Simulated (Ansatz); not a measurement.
# CH7AlO: geometry relaxation (part 2 of 2)

CH7AlO; RKS PBE0-D4/6-31G* (Ansatz 0.2.0). It belongs to a series of runs on one base structure; here: end point B relaxed.

Geometry of the input (Å):
```
Al 0.1889  -0.3998  -0.4909
H  -0.2939  -0.2772  2.2260
H  1.4474  0.5510  -0.3707
H  -1.2201  -0.0054  -1.1135
O  0.4087  -2.0449  0.0655
C  -0.5723  -3.0492  0.0596
H  -0.1180  -4.0083  -0.2211
H  -1.0120  -3.1657  1.0639
H  -1.3961  -2.8455  -0.6465
H  -0.0670  -0.8529  1.8722
```

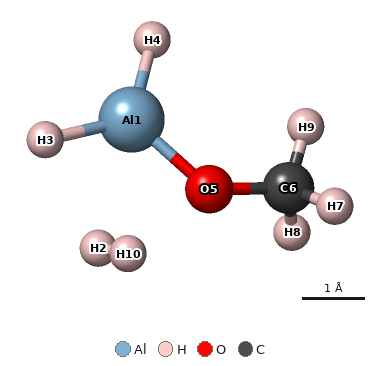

**Figure 1.** The geometry at step 4 of the log (ball-and-stick view, seen at a tilt; atoms are numbered from 1 in the order of the input).

## Output, continued
```
relax step   8: F+E_penalty+E_count = -9787.49363435 eV  Δ(F+E_penalty+E_count) = -7.513e-4 eV  max|allowed force component| = 3.442e-2 eV/Å  Δτ_max = 0.0433 Å  (23 SCF iters, accepted)
these checks for a lower state are left out or cut short: starts, cluster_reference, orbital_swaps, neighbouring_geometries, increment
715 factors; integrals over basis functions are off by at most 7.9e-4 eV
mean field -9787.38073171 eV, -359.6796077654 hartree, gradient 7.2e-5 eV, S^2 0.000000; 0 other end points of the search recorded, 0 dependent functions left out
the calculation of the forces begins
reference -9787.38076294 eV, -359.6796089133 hartree; 17, 17 occupied and 46, 46 virtual orbitals, 715 factors
relax step   9: F+E_penalty+E_count = -9787.49364191 eV  Δ(F+E_penalty+E_count) = -7.557e-6 eV  max|allowed force component| = 3.471e-2 eV/Å  Δτ_max = 0.0325 Å  (24 SCF iters, accepted)
these checks for a lower state are left out or cut short: starts, cluster_reference, orbital_swaps, neighbouring_geometries, increment
715 factors; integrals over basis functions are off by at most 7.9e-4 eV
mean field -9787.38104381 eV, -359.6796192348 hartree, gradient 1.0e-5 eV, S^2 0.000000; 0 other end points of the search recorded, 0 dependent functions left out
the calculation of the forces begins
reference -9787.38107504 eV, -359.6796203824 hartree; 17, 17 occupied and 46, 46 virtual orbitals, 715 factors
relax step  10: F+E_penalty+E_count = -9787.49392699 eV  Δ(F+E_penalty+E_count) = -2.851e-4 eV  max|allowed force component| = 2.489e-2 eV/Å  Δτ_max = 0.0235 Å  (22 SCF iters, accepted)
715 factors; integrals over basis functions are off by at most 7.9e-4 eV
mean field evaluation 64: about -9787.3720 eV, gradient 6.6e-2 eV
mean field -9787.38104381 eV, -359.6796192348 hartree, gradient 1.0e-5 eV, S^2 0.000000; 1 other end points of the search recorded, 0 dependent functions left out
the calculation of the forces begins
reference -9787.38107504 eV, -359.6796203824 hartree; 17, 17 occupied and 46, 46 virtual orbitals, 715 factors
Total energy: -9787.49395822 eV, -359.6837687629 hartree
Atom 0 at     0.276361    -0.451850    -0.683565 Å, force    -0.007787    -0.016741     0.013362 eV/Å
Atom 1 at    -0.572250    -0.240698     2.606064 Å, force     0.013280    -0.024887    -0.017510 eV/Å
Atom 2 at     1.584666     0.439141    -0.643821 Å, force     0.004642     0.002549    -0.003800 eV/Å
Atom 3 at    -1.140002     0.007376    -1.249420 Å, force     0.000982    -0.001955    -0.004351 eV/Å
Atom 4 at     0.429481    -2.038081    -0.069529 Å, force     0.010726     0.018477    -0.005124 eV/Å
Atom 5 at    -0.540732    -3.042595     0.045144 Å, force    -0.011917    -0.009109    -0.005618 eV/Å
Atom 6 at    -0.202903    -3.949702    -0.471973 Å, force    -0.001869     0.004273     0.004267 eV/Å
Atom 7 at    -0.697162    -3.296665     1.101990 Å, force     0.001563     0.004369    -0.004904 eV/Å
Atom 8 at    -1.512544    -2.749600    -0.381047 Å, force     0.003889     0.000070     0.003148 eV/Å
Atom 9 at    -0.259214    -0.775426     2.190660 Å, force    -0.013509     0.022954     0.020531 eV/Å
Dipole moment:    -0.208567    -0.054409    -0.032436 e Å
```

## Trajectory as extended XYZ (Å, eV, eV/Å), 10 frames, from step=1 to step=10
```
10
Properties=species:S:1:pos:R:3:forces:R:3 step=1 energy=-9787.39612
Al    0.1889   -0.3998   -0.4909    0.1416  -0.8354   0.2394
H    -0.2939   -0.2772    2.2260   -0.4938   1.2121   0.7928
H     1.4474    0.5510   -0.3707    0.0055   0.0006   0.0005
H    -1.2201   -0.0054   -1.1135   -0.0132   0.0048   0.0001
O     0.4087   -2.0449    0.0655   -0.0924   0.6826  -0.4721
C    -0.5723   -3.0492    0.0596   -0.0640   0.0144   0.0116
H    -0.1180   -4.0083   -0.2211   -0.0119   0.0310   0.0106
H    -1.0120   -3.1657    1.0639    0.0390   0.0010  -0.0765
H    -1.3961   -2.8455   -0.6465    0.0672  -0.0143   0.0744
H    -0.0670   -0.8529    1.8722    0.4219  -1.0969  -0.5808
10
Properties=species:S:1:pos:R:3:forces:R:3 step=2 energy=-9787.46890
Al    0.2065   -0.4343   -0.5315    0.1164  -0.5499   0.0871
H    -0.3500   -0.1834    2.3840   -0.0281   0.0420   0.0208
H     1.4618    0.5205   -0.4028    0.0100  -0.0009   0.0025
H    -1.2106   -0.0268   -1.1305   -0.0118   0.0080   0.0214
O     0.4390   -2.0833   -0.0429   -0.1795   0.5164  -0.1589
C    -0.5643   -3.0652    0.0216   -0.0256  -0.0180   0.0374
H    -0.1466   -4.0349   -0.2786   -0.0226   0.0292   0.0090
H    -0.9449   -3.1659    1.0518    0.0600   0.0012  -0.1007
H    -1.4256   -2.8490   -0.6334    0.0769   0.0028   0.0500
H    -0.0995   -0.7759    2.0067    0.0043  -0.0307   0.0314
10
Properties=species:S:1:pos:R:3:forces:R:3 step=3 energy=-9787.48158
Al    0.2237   -0.4526   -0.6041    0.0435  -0.2137   0.1225
H    -0.3895   -0.1782    2.4907    0.0542  -0.1465  -0.0832
H     1.4776    0.5039   -0.4691    0.0170  -0.0038  -0.0346
H    -1.2066   -0.0363   -1.1675    0.0102  -0.0029  -0.0170
O     0.4451   -2.0772   -0.0814   -0.1548   0.2245  -0.0658
C    -0.5594   -3.0558    0.0109    0.0087  -0.0394   0.0211
H    -0.1509   -4.0286   -0.2901   -0.0166   0.0148   0.0012
H    -0.9187   -3.1482    1.0481    0.0513   0.0094  -0.0747
H    -1.4315   -2.8411   -0.6284    0.0502   0.0092   0.0366
H    -0.1241   -0.7840    2.1354   -0.0636   0.1485   0.0940
10
Properties=species:S:1:pos:R:3:forces:R:3 step=4 energy=-9787.48633
Al    0.2304   -0.4611   -0.6156    0.0319   0.0145  -0.0178
H    -0.4200   -0.1587    2.5408    0.0093  -0.0363  -0.0230
H     1.4954    0.4855   -0.5079    0.0034  -0.0010  -0.0119
H    -1.1978   -0.0427   -1.1835    0.0033   0.0095   0.0035
O     0.4449   -2.0776   -0.1012   -0.0988   0.0002   0.0386
C    -0.5556   -3.0581    0.0021    0.0181  -0.0364   0.0166
H    -0.1581   -4.0257   -0.3284   -0.0095   0.0142  -0.0065
H    -0.8817   -3.1683    1.0470    0.0290   0.0007  -0.0394
H    -1.4451   -2.8289   -0.6059    0.0272   0.0022   0.0200
H    -0.1467   -0.7625    2.1971   -0.0137   0.0325   0.0199
10
Properties=species:S:1:pos:R:3:forces:R:3 step=5 energy=-9787.48856
Al    0.2373   -0.4616   -0.6285    0.0151   0.0888  -0.0364
H    -0.4416   -0.1634    2.5557   -0.0168   0.0229   0.0142
H     1.5096    0.4782   -0.5385   -0.0004  -0.0085  -0.0068
H    -1.1901   -0.0359   -1.1934    0.0030   0.0073   0.0001
O     0.4390   -2.0699   -0.0954   -0.0533  -0.0689   0.0525
C    -0.5541   -3.0570    0.0055    0.0212  -0.0262   0.0035
H    -0.1585   -4.0169   -0.3496   -0.0086   0.0171  -0.0058
H    -0.8610   -3.1871    1.0530    0.0157  -0.0021  -0.0196
H    -1.4536   -2.8191   -0.5834    0.0110  -0.0053   0.0167
H    -0.1614   -0.7654    2.2192    0.0133  -0.0250  -0.0184
10
Properties=species:S:1:pos:R:3:forces:R:3 step=6 energy=-9787.49164
Al    0.2531   -0.4562   -0.6537    0.0050   0.0709  -0.0408
H    -0.4979   -0.1794    2.5807   -0.0265   0.0451   0.0333
H     1.5464    0.4597   -0.6029   -0.0166  -0.0211   0.0077
H    -1.1692   -0.0128   -1.2188    0.0047   0.0033   0.0030
O     0.4265   -2.0533   -0.0810    0.0040  -0.0629   0.0414
C    -0.5498   -3.0552    0.0180   -0.0092  -0.0344  -0.0009
H    -0.1636   -3.9935   -0.4056   -0.0422   0.0748   0.0290
H    -0.8009   -3.2395    1.0736    0.0170   0.0064  -0.0777
H    -1.4799   -2.7948   -0.5137    0.0395  -0.0381   0.0425
H    -0.1990   -0.7732    2.2479    0.0243  -0.0441  -0.0376
10
Properties=species:S:1:pos:R:3:forces:R:3 step=7 energy=-9787.49288
Al    0.2616   -0.4541   -0.6651    0.0055   0.0410  -0.0245
H    -0.5292   -0.1896    2.5885   -0.0161   0.0254   0.0231
H     1.5646    0.4485   -0.6234   -0.0196  -0.0182   0.0064
H    -1.1581   -0.0001   -1.2285    0.0054   0.0006   0.0027
O     0.4244   -2.0475   -0.0775    0.0088  -0.0392   0.0281
C    -0.5462   -3.0538    0.0259   -0.0161  -0.0219  -0.0016
H    -0.1749   -3.9783   -0.4377   -0.0299   0.0519   0.0226
H    -0.7591   -3.2694    1.0834    0.0139   0.0128  -0.0591
H    -1.4952   -2.7813   -0.4638    0.0336  -0.0279   0.0288
H    -0.2222   -0.7725    2.2427    0.0147  -0.0245  -0.0265
10
Properties=species:S:1:pos:R:3:forces:R:3 step=8 energy=-9787.49363
Al    0.2676   -0.4535   -0.6713    0.0042   0.0097   0.0021
H    -0.5501   -0.2048    2.5913    0.0143  -0.0292  -0.0148
H     1.5745    0.4415   -0.6267   -0.0092  -0.0069  -0.0018
H    -1.1505    0.0079   -1.2320    0.0035  -0.0035  -0.0016
O     0.4265   -2.0456   -0.0761    0.0040  -0.0012   0.0037
C    -0.5432   -3.0514    0.0334   -0.0222  -0.0156   0.0054
H    -0.1880   -3.9670   -0.4577   -0.0145   0.0227   0.0126
H    -0.7264   -3.2861    1.0914    0.0068   0.0055  -0.0344
H    -1.5054   -2.7698   -0.4233    0.0281  -0.0098   0.0148
H    -0.2392   -0.7694    2.2155   -0.0151   0.0284   0.0141
10
Properties=species:S:1:pos:R:3:forces:R:3 step=9 energy=-9787.49364
Al    0.2708   -0.4499   -0.6681    0.0086  -0.0319  -0.0347
H    -0.5638   -0.2222    2.5943    0.0164  -0.0303  -0.0207
H     1.5813    0.4387   -0.6354   -0.0036   0.0053   0.0127
H    -1.1432    0.0077   -1.2415   -0.0032   0.0035   0.0134
O     0.4285   -2.0427   -0.0725    0.0044   0.0220   0.0069
C    -0.5414   -3.0478    0.0401   -0.0178  -0.0086   0.0028
H    -0.1989   -3.9568   -0.4709   -0.0042   0.0114   0.0064
H    -0.7048   -3.2975    1.0973    0.0026   0.0024  -0.0144
H    -1.5111   -2.7577   -0.3937    0.0136  -0.0026   0.0049
H    -0.2516   -0.7698    2.1949   -0.0170   0.0287   0.0227
10
Properties=species:S:1:pos:R:3:forces:R:3 step=10 energy=-9787.49393
Al    0.2764   -0.4518   -0.6836   -0.0078  -0.0167   0.0134
H    -0.5723   -0.2407    2.6061    0.0133  -0.0249  -0.0175
H     1.5847    0.4391   -0.6438    0.0046   0.0025  -0.0038
H    -1.1400    0.0074   -1.2494    0.0010  -0.0020  -0.0044
O     0.4295   -2.0381   -0.0695    0.0107   0.0185  -0.0051
C    -0.5407   -3.0426    0.0451   -0.0119  -0.0091  -0.0056
H    -0.2029   -3.9497   -0.4720   -0.0019   0.0043   0.0043
H    -0.6972   -3.2967    1.1020    0.0016   0.0044  -0.0049
H    -1.5125   -2.7496   -0.3810    0.0039   0.0001   0.0031
H    -0.2592   -0.7754    2.1907   -0.0135   0.0230   0.0205
```

## Results in brief

| quantity | value |
| --- | --- |
| outcome | converged |
| total energy | −9787.4940 eV |
| mean-field energy | −9787.3811 eV |
| largest force (length of the vector) at the end | 0.034 eV/Å |
| hardware | 1 thread of Intel Xeon @ 2.90GHz (Ice Lake), 192 GiB of memory available, shared host |
| wall time | 28 s |
| peak memory | 0.15 GiB |
